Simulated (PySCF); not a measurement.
# One shape, several levels: C4H9F (SMILES CC(C)CF)

Wanted: a comparison of 6 runs (HF/STO-3G, SVWN5/3-21G, B3LYP/6-31G*, PBE0/def2-SVP, PBE0/def2-TZVP) of C4H9F. Input form: a Python script.

Program for the calculation: PySCF 2.14.0.

## (1) The system as given

C4H9F: 14 atoms, total charge 0, spin state singlet. SMILES: `CC(C)CF`. The coordinates come from a PBE0-D4/def2-TZVP relaxation. This is one conformer, not always the lowest.

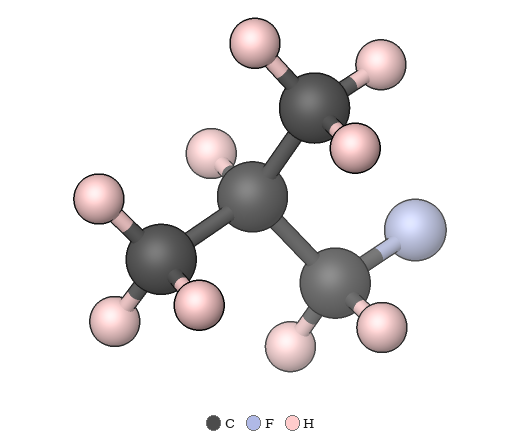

The structure, seen from a chosen angle (carbon dark grey, fluorine light blue, hydrogen pink).

## (2) Energy and gradient at HF/STO-3G (run 1)

Input file run.py:

```python
import pyscf.grad
from pyscf import gto

mol = gto.Mole()
mol.atom = '''
C     -0.583200    -0.682500     1.156300
C      0.095300     0.314200     0.227900
C      1.372200    -0.253600    -0.370900
C     -0.877200     0.732900    -0.851400
F     -0.324000     1.707300    -1.665600
H     -0.867900    -1.590300     0.615100
H     -1.485500    -0.265300     1.611000
H      0.090500    -0.979300     1.962800
H      0.345800     1.214500     0.802300
H      2.092000    -0.504200     0.411800
H      1.160800    -1.168000    -0.934700
H      1.841900     0.459900    -1.049600
H     -1.793200     1.147600    -0.418200
H     -1.141200    -0.119300    -1.489200
'''
mol.charge = 0
mol.max_memory = 1860
mol.verbose = 4
mol.spin = 0
mol.basis = 'sto-3g'
mol.build()

hf = mol.RHF()
hf.conv_tol = 1e-10
hf.kernel()
if not hf.converged:
    hf = hf.newton().run(hf.mo_coeff, hf.mo_occ)

energy = hf.e_tot
print('E(%s) = %.9f' % ('HF', energy))
grad = hf.Gradients().kernel()
hf.analyze()
```

On the command line:

```console
$ OMP_NUM_THREADS=1 python run.py
```

What it wrote:

```text
PySCF version 2.14.0

[... 66 lines left out ...]
converged SCF energy = -252.911416724792
[... 17 lines left out ...]
Two-electron Coulomb Energy =          317.594850201112536
[... 6 lines left out ...]
MO #4   energy= -11.0411890789554  occ= 2
[... 4 lines left out ...]
MO #9   energy= -0.878587243099138 occ= 2
[... 4 lines left out ...]
MO #14  energy= -0.549703267358112 occ= 2
[... 4 lines left out ...]
MO #19  energy= -0.439223015401311 occ= 2
[... 4 lines left out ...]
MO #24  energy= 0.614028581863938  occ= 0
[... 4 lines left out ...]
MO #29  energy= 0.7424252460422    occ= 0
[... 4 lines left out ...]
MO #34  energy= 0.81204118941778   occ= 0
[... 51 lines left out ...]
Dipole moment(X, Y, Z, Debye): -0.31312, -0.84546,  0.81246
```

Wall time 3.6 s (1 thread of Intel Xeon at 2.50GHz (Skylake/Cascade Lake), shared host); peak memory 0.12 GiB.

## (3) Energy and gradient at SVWN5/3-21G (run 2)

Input file mol.xyz:

```xyz
14
C4H9F
C     -0.583200    -0.682500     1.156300
C      0.095300     0.314200     0.227900
C      1.372200    -0.253600    -0.370900
C     -0.877200     0.732900    -0.851400
F     -0.324000     1.707300    -1.665600
H     -0.867900    -1.590300     0.615100
H     -1.485500    -0.265300     1.611000
H      0.090500    -0.979300     1.962800
H      0.345800     1.214500     0.802300
H      2.092000    -0.504200     0.411800
H      1.160800    -1.168000    -0.934700
H      1.841900     0.459900    -1.049600
H     -1.793200     1.147600    -0.418200
H     -1.141200    -0.119300    -1.489200
```

Input file run.py:

```python
import pyscf.grad
from pyscf import gto, dft

mol = gto.M(
    atom='mol.xyz',
    verbose=3,
    basis='3-21g',
    spin=0,
    max_memory=1860,
    charge=0,
)

myscf = dft.RKS(mol, xc='svwn')
myscf.grids.level = 5
myscf.conv_tol = 1e-10
myscf.kernel()
if not myscf.converged:
    myscf = myscf.newton().run(myscf.mo_coeff, myscf.mo_occ)

e_final = myscf.e_tot
print(f'total energy: {e_final:.8f} hartree')
grad = myscf.Gradients().kernel()
dip = myscf.dip_moment()
pop, q = myscf.mulliken_pop()
```

On the command line:

```console
$ OMP_NUM_THREADS=1 python run.py
```

What it wrote:

```text
converged SCF energy = -254.158119191895
total energy: -254.15811919 hartree
[... 8 lines left out ...]
Dipole moment(X, Y, Z, Debye): -0.40098, -1.08546,  1.08613
[... 78 lines left out ...]
charge of   13H =      0.19356
```

It took 28 s on 1 thread of Intel Xeon at 2.50GHz (Skylake/Cascade Lake), shared host; peak memory 0.37 GiB.

Runs 3 to 5 aren't shown in full; the table further down has their settings and results.

## (4) Energy and gradient at PBE0/def2-TZVP (run 6)

Input file start.xyz:

```xyz
14
C4H9F
C     -0.583200    -0.682500     1.156300
C      0.095300     0.314200     0.227900
C      1.372200    -0.253600    -0.370900
C     -0.877200     0.732900    -0.851400
F     -0.324000     1.707300    -1.665600
H     -0.867900    -1.590300     0.615100
H     -1.485500    -0.265300     1.611000
H      0.090500    -0.979300     1.962800
H      0.345800     1.214500     0.802300
H      2.092000    -0.504200     0.411800
H      1.160800    -1.168000    -0.934700
H      1.841900     0.459900    -1.049600
H     -1.793200     1.147600    -0.418200
H     -1.141200    -0.119300    -1.489200
```

Input file input.py:

```python
import pyscf.grad
from pyscf import gto, dft

molecule = gto.M(
    atom='start.xyz',
    spin=0,
    basis='def2-tzvp',
    max_memory=1860,
    verbose=3,
)

mf = dft.RKS(molecule)
mf.xc = 'pbe0'
mf.conv_tol = 1e-10
mf.grids.level = 5
mf.kernel()
if not mf.converged:
    mf = mf.newton().run(mf.mo_coeff, mf.mo_occ)

e_final = mf.e_tot
print('E(%s) = %.9f' % ('PBE0', e_final))
grad = mf.Gradients().kernel()
mf.analyze()
```

On the command line:

```console
$ OMP_NUM_THREADS=1 python input.py
```

What it wrote:

```text
converged SCF energy = -257.49694247009
[... 18 lines left out ...]
MO #9   energy= -0.706432687591194 occ= 2
[... 24 lines left out ...]
MO #34  energy= 0.20258811427034   occ= 0
[... 24 lines left out ...]
MO #59  energy= 0.643579618856933  occ= 0
[... 24 lines left out ...]
MO #84  energy= 1.42308932035968   occ= 0
[... 24 lines left out ...]
MO #109 energy= 2.11940192196893   occ= 0
[... 24 lines left out ...]
MO #134 energy= 2.73699601850589   occ= 0
[... 24 lines left out ...]
MO #159 energy= 3.4801951803791    occ= 0
[... 24 lines left out ...]
MO #184 energy= 4.44222771368298   occ= 0
[... 24 lines left out ...]
MO #209 energy= 57.2800102261336   occ= 0
[... 15 lines left out ...]
Dipole moment(X, Y, Z, Debye): -0.43716, -1.20529,  1.25265
```

Wall time 8.3 min (1 thread of Intel Xeon at 2.50GHz (Skylake/Cascade Lake), shared host); peak memory 1.8 GiB.

## (5) Overview of the runs

| run | level | integration grid | Cartesian functions | energy (Eh) | dipole moment (D) | HOMO energy (eV) | LUMO energy (eV) | wall time |
| --- | --- | --- | --- | --- | --- | --- | --- | --- |
| 1 | HF/STO-3G | – | no | -252.911417 | 1.21 | -10.54 | 15.28 | 3.6 s |
| 2 | SVWN5/3-21G | 5 | no | -254.158119 | 1.59 | -6.70 | 2.11 | 28 s |
| 3 | B3LYP/6-31G* (spherical functions) | 5 | no | -257.681642 | 1.63 | -8.46 | 2.35 | 67 s |
| 4 | B3LYP/6-31G* (Cartesian functions) | 5 | yes | -257.685483 | 1.64 | -8.47 | 2.34 | 71 s |
| 5 | PBE0/def2-SVP | 5 | no | -257.205418 | 1.76 | -8.93 | 1.74 | 99 s |
| 6 | PBE0/def2-TZVP | 5 | no | -257.496942 | 1.79 | -9.03 | 1.15 | 8.3 min |

## (6) Outcome

| quantity | value |
| --- | --- |
| run 6: total energy | -257.49694 Eh |
| run 6: dipole moment | 1.79 D |
| run 6: HOMO energy | -9.03 eV |
| run 6: LUMO energy | 1.15 eV |
| run 6: HOMO–LUMO gap | 10.18 eV |
| run 6: largest force on an atom | 0.014 eV/Å |

**Reading.** The dipole moment (its size) runs from 1.21 D (HF/STO-3G) to 1.79 D (PBE0/def2-TZVP). The two ends differ in method and basis. The HOMO–LUMO gap runs from 8.81 eV (SVWN5/3-21G) to 25.82 eV (HF/STO-3G). Totals of different functionals can't be ranked against each other. In run 1 the basis is minimal, so the values are rough. All runs together took 13 min, the longest 8.3 min.
